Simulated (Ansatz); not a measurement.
**AlClF2: geometry and vibrations**

The task is to find a stationary geometry of AlClF2, then compute its harmonic vibrations to see whether it is a minimum and to get the zero-point energy and entropy, and look at its orbitals and charge.

Method: RKS PBE0-D4/def2-TZVP; program: Ansatz 0.2.0, Gaussian basis.

Plan: relaxation at PBE-D4/def2-SVP; relaxation at PBE0-D4/def2-TZVP; harmonic vibrations at the same level; a single point in def2-TZVPP for the fields.

## (1) The system as given

SMILES `[F][Al]([F])[Cl]`, 4 atoms, charge 0, spin multiplicity 1.

Atoms are counted from 1 here; the program's logs count them from 0.

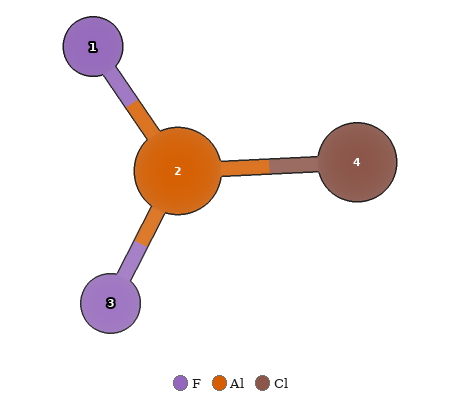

Start geometry, drawn with fluorine purple, aluminium orange, chlorine brown; atoms are numbered from 1 in the order of the file.

The start is a force-field geometry with small random shifts, so a cheaper pass at PBE-D4/def2-SVP comes first.

## (2) Relaxation at PBE-D4/def2-SVP (cheap first pass)

File in.yaml:

```yaml
crystal:
  periodic: [false, false, false]
  atoms:
    - {symbol: F, position_ang: [1.113900, 0.798300, 1.259600]}
    - {symbol: Al, position_ang: [0.058200, -0.059000, 0.052100]}
    - {symbol: F, position_ang: [0.292300, -1.818500, -0.211500]}
    - {symbol: Cl, position_ang: [-1.408900, 1.018900, -1.120500]}
basis:
  gaussian: {orbitals: def2-SVP}
hamiltonian: {xc: pbe, dispersion: d4}
relax: {f_tol: 0.03, max_steps: 200}
```

Run with:

```
$ ansatz run in.yaml --threads 4 --pin off --events-out ev --progress --plain --max-ram 10444MiB
```

The program printed (excerpt; [...] marks lines left out):

```text
Functional definition: PBE
  name "PBE"
  cite "Perdew, Burke & Ernzerhof, Phys. Rev. Lett. 77, 3865 (1996) doi:10.1103/PhysRevLett.77.3865"
  parent pbe
[...]
684 factors; their error is unknown
[...]
mean field -24534.08764608 eV, -901.6110911916 hartree, gradient 6.1e-5 eV, S^2 0.000000; 0 other end points of the search recorded, 0 dependent functions left out
[...]
reference -24534.08768096 eV, -901.6110924734 hartree; 24, 24 occupied and 40, 40 virtual orbitals, 684 factors
relax step   1: F+E_penalty+E_count = -24534.16211084 eV  Δ(F+E_penalty+E_count) = +0.000e0 eV  max|allowed force component| = 2.925e0 eV/Å  Δτ_max = 0.0000 Å  (23 SCF iters, accepted)
[...]
relax step   4: F+E_penalty+E_count = -24534.74296077 eV  Δ(F+E_penalty+E_count) = -5.171e-3 eV  max|allowed force component| = 1.264e-1 eV/Å  Δτ_max = 0.0105 Å  (25 SCF iters, accepted)
[...]
relax step   5: F+E_penalty+E_count = -24534.74734690 eV  Δ(F+E_penalty+E_count) = -4.386e-3 eV  max|allowed force component| = 2.656e-2 eV/Å  Δτ_max = 0.0252 Å  (23 SCF iters, accepted)
684 factors; their error is unknown
mean field -24534.66945316 eV, -901.6324722073 hartree, gradient 2.7e-5 eV, S^2 0.000000; 1 other end points of the search recorded, 0 dependent functions left out
[...]
reference -24534.66948876 eV, -901.6324735157 hartree; 24, 24 occupied and 40, 40 virtual orbitals, 684 factors
Total energy: -24534.74738251 eV, -901.6353360581 hartree
Atom 0 at     1.026626     0.726883     1.163093 Å, force    -0.008289    -0.026559    -0.014882 eV/Å
Atom 1 at     0.082604    -0.065673     0.048005 Å, force     0.021864    -0.012961     0.017715 eV/Å
Atom 2 at     0.286327    -1.699442    -0.179636 Å, force     0.007355     0.025129     0.013600 eV/Å
Atom 3 at    -1.340057     0.977931    -1.051762 Å, force    -0.020930     0.014391    -0.016433 eV/Å
Dipole moment:    -0.056111     0.040825    -0.043468 e Å
```

It took 3 s on 4 threads of Arm Neoverse V1, shared host.

Step by step:

```
step  energy from step 1 (eV)  largest force component (eV/Å)
   1                   0.0000                          2.9246
   2                  -0.4395                          1.7434
   3                  -0.5757                          0.2508
   4                  -0.5808                          0.1264
   5                  -0.5852                          0.0266
```

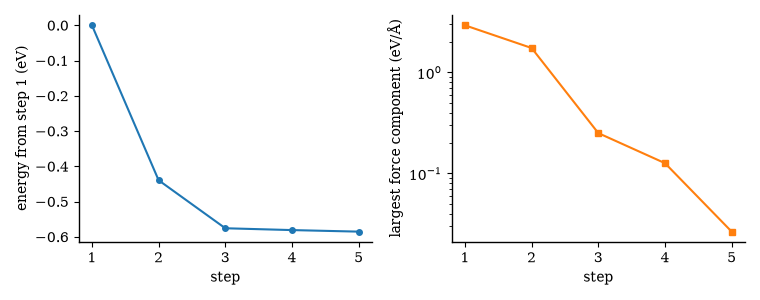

Energy and largest force along the relaxation.

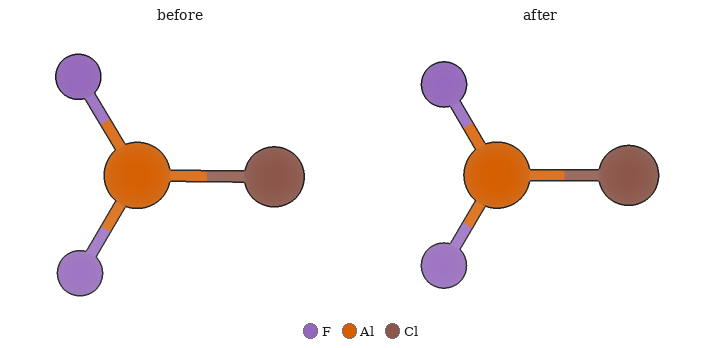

The geometry before (left) and after (right).

Close pairs (by a distance rule), those that changed most:

```
   bond  before (Å)  after (Å)  change (Å)
 F1–Al2       1.819      1.662      -0.157
 Al2–F3       1.794      1.662      -0.132
Al2–Cl4       2.165      2.079      -0.086
```

## (3) Relaxation at PBE0-D4/def2-TZVP

File in.yaml:

```yaml
crystal:
  periodic: [false, false, false]
  atoms:
    - {symbol: F, position_ang: [1.026626, 0.726883, 1.163093]}
    - {symbol: Al, position_ang: [0.082604, -0.065673, 0.048005]}
    - {symbol: F, position_ang: [0.286327, -1.699442, -0.179636]}
    - {symbol: Cl, position_ang: [-1.340057, 0.977931, -1.051762]}
basis:
  gaussian: {orbitals: def2-TZVP}
hamiltonian: {xc: pbe0, dispersion: d4}
relax: {f_tol: 0.005, max_steps: 150}
```

The command is unchanged.

The program printed (excerpt; [...] marks lines left out):

```text
Functional definition: PBE0
  name "PBE0"
  cite "Adamo & Barone, J. Chem. Phys. 110, 6158 (1999) doi:10.1063/1.478522"
  cite "Perdew, Burke & Ernzerhof, Phys. Rev. Lett. 77, 3865 (1996) doi:10.1103/PhysRevLett.77.3865"
  parent pbe
[...]
859 factors; their error is unknown
[...]
mean field -24550.01610909 eV, -902.1964514105 hartree, gradient 4.3e-5 eV, S^2 0.000000; 0 other end points of the search recorded, 0 dependent functions left out
[...]
reference -24550.01613651 eV, -902.1964524180 hartree; 24, 24 occupied and 112, 112 virtual orbitals, 859 factors
relax step   1: F+E_penalty+E_count = -24550.08192440 eV  Δ(F+E_penalty+E_count) = +0.000e0 eV  max|allowed force component| = 9.383e-1 eV/Å  Δτ_max = 0.0000 Å  (27 SCF iters, accepted)
[...]
relax step   3: F+E_penalty+E_count = -24550.11632492 eV  Δ(F+E_penalty+E_count) = -1.014e-2 eV  max|allowed force component| = 2.329e-2 eV/Å  Δτ_max = 0.0181 Å  (27 SCF iters, accepted)
[...]
relax step   4: F+E_penalty+E_count = -24550.11635025 eV  Δ(F+E_penalty+E_count) = -2.532e-5 eV  max|allowed force component| = 1.063e-3 eV/Å  Δτ_max = 0.0009 Å  (18 SCF iters, accepted)
859 factors; their error is unknown
mean field -24550.05002432 eV, -902.1976977720 hartree, gradient 6.4e-5 eV, S^2 0.000000; 1 other end points of the search recorded, 0 dependent functions left out
[...]
reference -24550.05005194 eV, -902.1976987870 hartree; 24, 24 occupied and 112, 112 virtual orbitals, 859 factors
Total energy: -24550.11637786 eV, -902.2001362199 hartree
Atom 0 at     1.012181     0.706385     1.143912 Å, force     0.000218    -0.000525    -0.000273 eV/Å
Atom 1 at     0.083310    -0.065913     0.048476 Å, force    -0.001063     0.000298     0.000025 eV/Å
Atom 2 at     0.287096    -1.668899    -0.170916 Å, force     0.000489     0.000348     0.000215 eV/Å
Atom 3 at    -1.327088     0.968126    -1.041772 Å, force     0.000357    -0.000121     0.000034 eV/Å
Dipole moment:    -0.068342     0.050241    -0.053072 e Å
```

Wall time 5.5 s (4 threads of Arm Neoverse V1, shared host).

Along the way:

```
step  energy from step 1 (eV)  largest force component (eV/Å)
   1                   0.0000                          0.9383
   2                  -0.0243                          0.5459
   3                  -0.0344                          0.0233
   4                  -0.0344                          0.0011
```

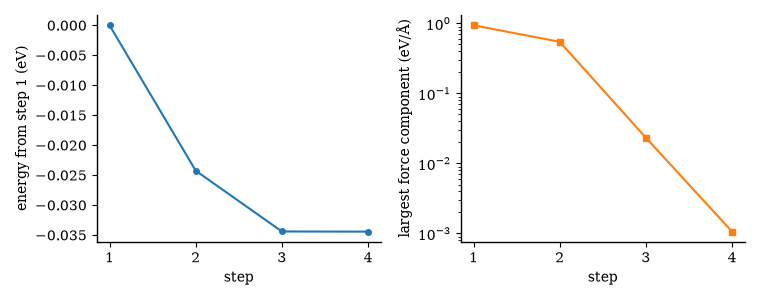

Energy and largest force along the relaxation.

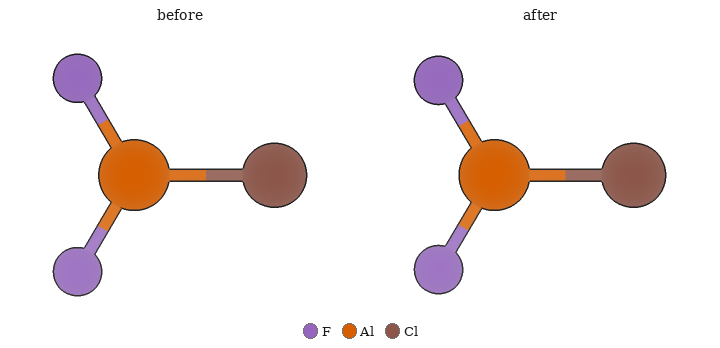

The geometry before (left) and after (right).

Distances of close pairs at the start and the end, largest changes first:

```
   bond  before (Å)  after (Å)  change (Å)
 F1–Al2       1.662      1.631      -0.031
 Al2–F3       1.662      1.631      -0.031
Al2–Cl4       2.079      2.061      -0.018
```

Mulliken charges of the relaxed molecule (report file):

```
atom  value (e)
  F1      -0.31
 Al2       0.84
  F3      -0.31
 Cl4      -0.21
```

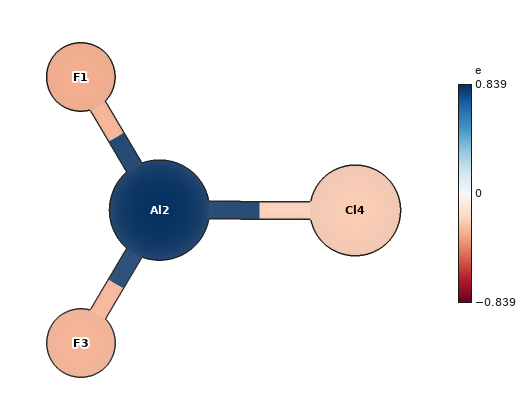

Mulliken charges of the relaxed molecule (report file), as colours on the atoms.

## (4) Force constants and modes

File in.yaml:

```yaml
crystal:
  periodic: [false, false, false]
  atoms:
    - {symbol: F, position_ang: [1.012181, 0.706385, 1.143912]}
    - {symbol: Al, position_ang: [0.083310, -0.065913, 0.048476]}
    - {symbol: F, position_ang: [0.287096, -1.668899, -0.170916]}
    - {symbol: Cl, position_ang: [-1.327088, 0.968126, -1.041772]}
basis:
  gaussian: {orbitals: def2-TZVP}
hamiltonian: {xc: pbe0, dispersion: d4}
phonons: {temperatures: {t_min: 298.15, t_max: 900, t_step: 200}}
```

Launched as before.

The program printed (excerpt; [...] marks lines left out):

```text
Functional definition: PBE0
  name "PBE0"
  cite "Adamo & Barone, J. Chem. Phys. 110, 6158 (1999) doi:10.1063/1.478522"
  cite "Perdew, Burke & Ernzerhof, Phys. Rev. Lett. 77, 3865 (1996) doi:10.1103/PhysRevLett.77.3865"
  parent pbe
[...]
859 factors; their error is unknown
[...]
mean field -24550.05002432 eV, -902.1976977721 hartree, gradient 8.0e-6 eV, S^2 0.000000; 0 other end points of the search recorded, 0 dependent functions left out
[...]
reference -24550.05005194 eV, -902.1976987871 hartree; 24, 24 occupied and 112, 112 virtual orbitals, 859 factors
[...]
859 factors; their error is unknown
mean field -24550.05000105 eV, -902.1976969169 hartree, gradient 1.2e-6 eV, S^2 0.000000; 0 other end points of the search recorded, 0 dependent functions left out
[...]
reference -24550.05002866 eV, -902.1976979318 hartree; 24, 24 occupied and 112, 112 virtual orbitals, 859 factors
[...]
reference -24550.05002559 eV, -902.1976978187 hartree; 24, 24 occupied and 112, 112 virtual orbitals, 859 factors
[...]
859 factors; their error is unknown
mean field -24550.05001744 eV, -902.1976975193 hartree, gradient 1.7e-6 eV, S^2 0.000000; 0 other end points of the search recorded, 0 dependent functions left out
[...]
reference -24550.05004506 eV, -902.1976985344 hartree; 24, 24 occupied and 112, 112 virtual orbitals, 859 factors
Total energy: -24550.11637786 eV, -902.2001362199 hartree
Atom 0 at     1.012181     0.706385     1.143912 Å, force     0.000212    -0.000533    -0.000280 eV/Å
Atom 1 at     0.083310    -0.065913     0.048476 Å, force    -0.001047     0.000298     0.000040 eV/Å
Atom 2 at     0.287096    -1.668899    -0.170916 Å, force     0.000485     0.000358     0.000213 eV/Å
Atom 3 at    -1.327088     0.968126    -1.041772 Å, force     0.000350    -0.000122     0.000027 eV/Å
Dipole moment:    -0.068344     0.050241    -0.053073 e Å
Vibrations: 184.51 233.88 263.35 511.41 833.96 952.88 cm⁻¹, zero-point energy 0.184736 eV
```

Run time: 12 s. Hardware: 4 threads of Arm Neoverse V1, shared host.

Motions are named by where the mode's potential energy lies. Wavenumbers, unscaled:

```
mode  cm⁻¹             motion
   1   185               bend
   2   234               bend
   3   263  out-of-plane bend
   4   511      Al–Cl stretch
   5   834       Al–F stretch
   6   953       Al–F stretch
```

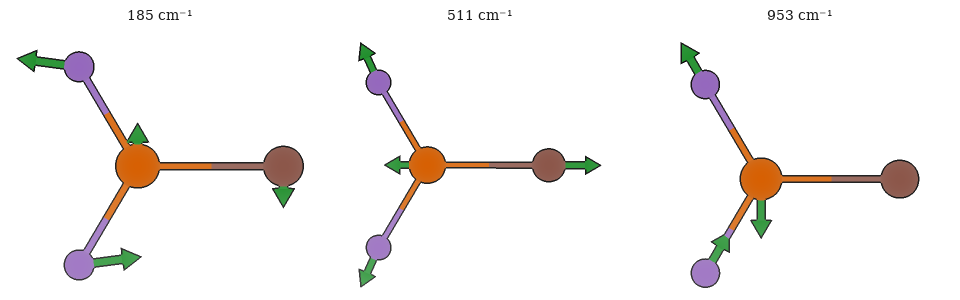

How the atoms move in 3 of the modes.

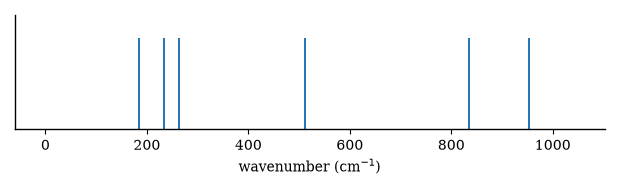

The harmonic wavenumbers as sticks (no intensities were computed).

Ideal gas, rigid rotor and harmonic oscillator at 298.15 K and 1 bar, with symmetry number 2:

```
                term            value
   zero-point energy     4.3 kcal/mol
          H(298) − E     7.8 kcal/mol
entropy, translation  166.3 J/(mol K)
   entropy, rotation  104.5 J/(mol K)
  entropy, vibration   28.0 J/(mol K)
      entropy, total  298.8 J/(mol K)
```

## (5) Fields at the relaxed geometry

in.yaml: that of step 4 with these lines changed.

```diff
@@ -8,4 +8,4 @@
 basis:
-  gaussian: {orbitals: def2-TZVP}
+  gaussian: {orbitals: def2-TZVPP}
 hamiltonian: {xc: pbe0, dispersion: d4}
-phonons: {temperatures: {t_min: 298.15, t_max: 900, t_step: 200}}
+output: {orbitals: {seedname: orbitals}}
```

Launched as before.

The program printed:

```text
Functional definition: PBE0
  name "PBE0"
  cite "Adamo & Barone, J. Chem. Phys. 110, 6158 (1999) doi:10.1063/1.478522"
  cite "Perdew, Burke & Ernzerhof, Phys. Rev. Lett. 77, 3865 (1996) doi:10.1103/PhysRevLett.77.3865"
  parent pbe
  parameter a = 0.25
  parameter kappa = 0.804
  parameter beta = 0.06672455060314922
  exchange = (1 - a)*pbe_x(kappa = kappa, mu = beta*pi^2/3) + a*exact_x
  correlation = pbe_c(beta = beta)
937 factors; their error is unknown
mean field evaluation 1: about -24546.0673 eV, gradient 5.3e1 eV
mean field evaluation 2: about -24539.3823 eV, gradient 8.8e1 eV
mean field evaluation 4: about -24549.9879 eV, gradient 1.5e0 eV
mean field evaluation 8: about -24549.9940 eV, gradient 1.2e-2 eV
mean field evaluation 16: about -24550.0566 eV, gradient 6.8e-5 eV
mean field -24550.05658730 eV, -902.1979389572 hartree, gradient 9.6e-6 eV, S^2 0.000000; 0 other end points of the search recorded, 0 dependent functions left out
reference -24550.05661490 eV, -902.1979399716 hartree; 24, 24 occupied and 122, 122 virtual orbitals, 937 factors
Total energy: -24550.12294083 eV, -902.2003774044 hartree
```

It took 1.1 s on 4 threads of Arm Neoverse V1, shared host.

Orbitals, density, ELF and potential are computed afterwards from the orbital file.

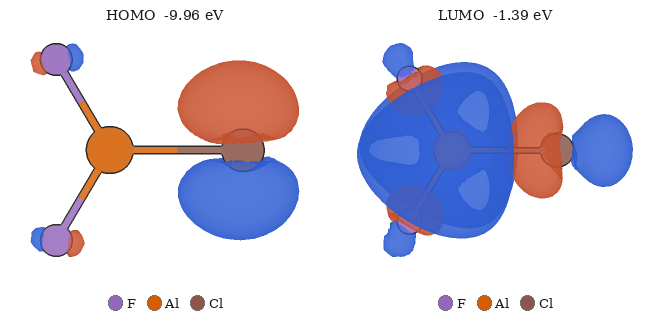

PBE0-D4/def2-TZVPP orbitals near the gap, drawn at the value that encloses 70 % of each; the two colours are the two signs.

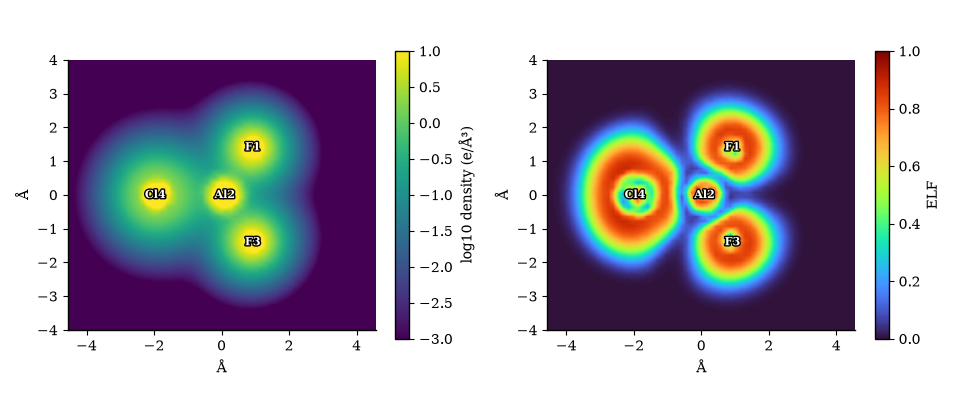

Density (left) and ELF (right) in a plane through or near 4 of the atoms.

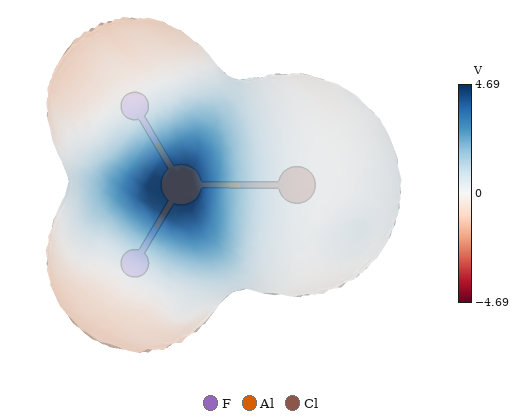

The potential that a unit positive charge feels on the 0.002 e/bohr³ surface, from the 1st to the 99th percentile, from -0.89 V near F3 to 4.69 V near Al2.

## (6) Results

| quantity | value |
| --- | --- |
| point group | C2v |
| steps | 5 + 4 |
| shift from the start (rms) | 0.135 Å |
| total energy | -24550.1164 eV |
| dispersion term | -66 meV |
| dipole moment | 0.48 D |
| lowest, highest wavenumber | 185, 953 cm⁻¹ |
| zero-point energy | 4.3 kcal/mol |
| entropy at 298.15 K | 298.8 J/(mol K) |
| HOMO, LUMO | -9.96, -1.39 eV |

The relaxed geometry lies 0.13 Å (rms) from the start; the bond that changed most is F1–Al2, from 1.819 to 1.631 Å. No mode is imaginary: a true minimum at this level. The stiffest mode, 953 cm⁻¹, is an Al–F stretch. The largest Mulliken charge, +0.84 e, sits on Al2. The HOMO lies mostly on Cl4 92 % and the LUMO on Al2 48 %; F1, F3 about 18 % each.
